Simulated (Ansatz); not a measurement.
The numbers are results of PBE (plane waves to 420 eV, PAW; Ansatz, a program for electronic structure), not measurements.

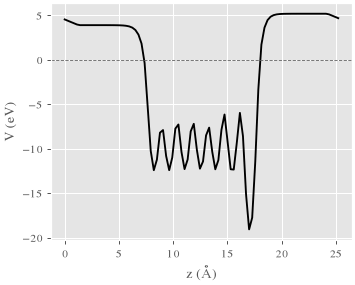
Fig. 1. Electrostatic potential energy of an electron, averaged over planes parallel to the surface, in eV from the Fermi level, for a constructed model of the (100) surface of bcc Fe, ferromagnetic, a pseudomorphic layer of Pt in the host's stacking (bottom of the slab: a bare face, its two planes held)

Set-up: 7 atoms, 9.0 Å thick at the start (thin: gaps and levels are the slab's own); mesh 13x13x1; 0.1 eV smearing; dipole correction on; 2 atoms held, the rest relaxed; symmetry of the start imposed; spin-polarised, ending with about 15.8 μB a cell; orders that need a larger cell were not tried, no spin-orbit, no U. It is one candidate, not shown to be the stable structure of the face.

Question: The surface cell has an area of 8.01 Å². What dipole along the normal does the step between the two vacuum levels imply?

Answer: the top vacuum level lies 1.28 eV above the bottom one; p = −ε₀ A ΔV (ε₀ = 0.005526 e/(V·Å)) gives -0.06 e·Å a cell.
